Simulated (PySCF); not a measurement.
C6H12ClFSi

Input

```
{"job": {"kind": "nmr", "xc": "PBE0", "basis": "pcSseg-1"}, "charge": 0, "multiplicity": 1}
C      2.784827    -0.412760    -0.542079
C      1.440049    -0.402598     0.123252
C      0.842951    -1.761384     0.307798
C      0.856275     0.732346     0.509928
Si    -0.799151     0.997680     1.348856
C     -2.106809     1.303042    -0.045396
F     -1.769197     2.482347    -0.703788
C     -2.174155     0.215488    -1.102136
Cl    -2.760203    -1.281249    -0.361946
H      3.176990     0.592936    -0.667279
H      3.490924    -0.991807     0.052673
H      2.717750    -0.885734    -1.521564
H      1.486922    -2.366058     0.946129
H     -0.144754    -1.712357     0.753028
H      0.768367    -2.271264    -0.652539
H      1.401685     1.650632     0.315263
H     -0.768183     2.246815     2.113084
H     -1.297725    -0.095587     2.183646
H     -3.107152     1.479391     0.364910
H     -2.864018     0.479073    -1.906801
H     -1.184314     0.017990    -1.515513
```

Run with:

```sh
OMP_NUM_THREADS=1 python probes_run.py task.json out
```

Geometry: GFN2-xTB.

Theory: PySCF 2.14.0, PBE0/pcSseg-1, SCF density, gas phase, non-relativistic.

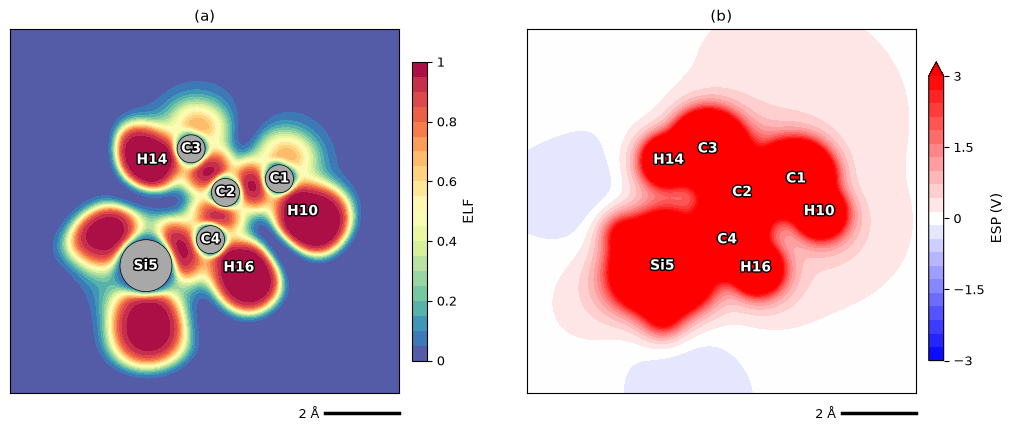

Figure 1. (a) electron localisation function; (b) electrostatic potential on the plane of atoms C1, C2 and C3. Grey discs cover the atomic cores in the ELF map.

Read the bonding off the picture.

Answer. The plane passes through C, Si and H nuclei. C–C (1.33 Å): the ELF peaks at about 0.90 between the atoms: a short, multiple covalent bond. C–Si (1.87 Å): the ELF peaks at about 0.95 between the atoms (a covalent bond). C–H (1.08 Å): the ELF climbs to about 1 towards the hydrogen, as it does in any bond to H (an ordinary covalent bond to hydrogen). C–C (1.50 Å): the ELF peaks at about 0.95 between the atoms; localised, covalent bonding. Outside the dense part of the molecule the potential is most negative (−0.4 V) near H18, which lies off the plane.

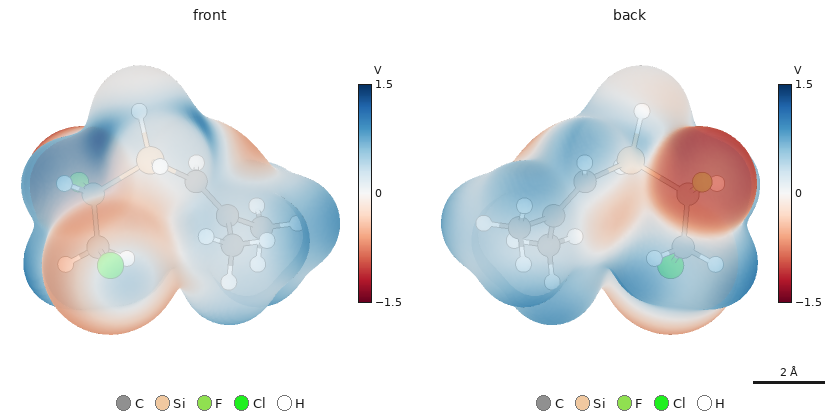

Figure 2. The molecular electrostatic potential painted on the density surface at 0.002 e/bohr³, seen from the front and from behind; red is negative and blue positive.

Which sites attract a positive test charge, and which a negative one?

Answer. A positive charge is drawn to the negative regions and a negative charge to the positive ones. The most negative region (about −1.0 V, or −23 kcal/mol for a unit charge) lies over F7, the most positive (about +1.0 V, or +23 kcal/mol for a unit charge) over Si5 and H20. Cl9 shows a σ-hole: about +0.3 V at the tip opposite its bond, against about −0.4 V, or −9 kcal/mol for a unit charge on its flanks.

How polar is the molecule by this calculation?

Answer. Its dipole moment is 1.73 D.
